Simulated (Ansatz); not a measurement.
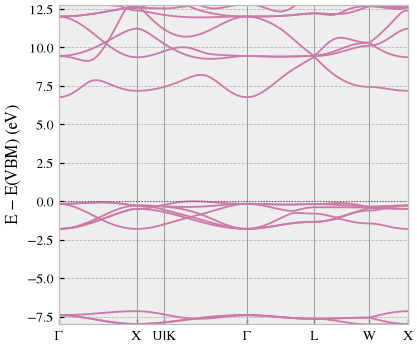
Band structure from DFT-LDA in the program Ansatz with PAW potentials

Problem. Read off the gap and where the band edges lie.

Solution. About 6.8 eV (6.76 eV by a search for the band edges); maximum on the K–Γ line, 36 % of the way from K, minimum at Γ.

The material is BaF2 (fluorite, Fm-3m).

The cell was relaxed with LDA under the symmetry of its start. Spin–orbit coupling is left out wherever it is not named.

Potentials: the later of the program's two PAW sets.
